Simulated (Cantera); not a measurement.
A closed system holds: 1 mol AlN, 11 mol Cl2, equilibrated at 16.0 Pa.

Cantera equilibrium calculation (NASA polynomials, part measured and part estimated; ideal gas, pure solids and liquids). Candidate condensed phases: Al, AlCl3, AlN; 11 gas species. The tables' values for AlCl2 are old estimates; treat these amounts as uncertain. Rates play no part.

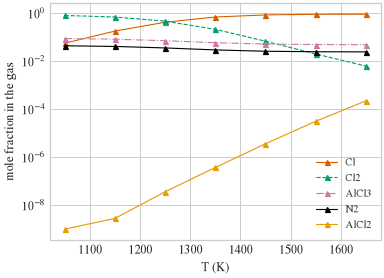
Equilibrium gas composition (values under 1e-9 drawn at 1e-9)

From 1050 K to 1650 K nothing is condensed. The main Al-bearing gas is AlCl3 throughout.
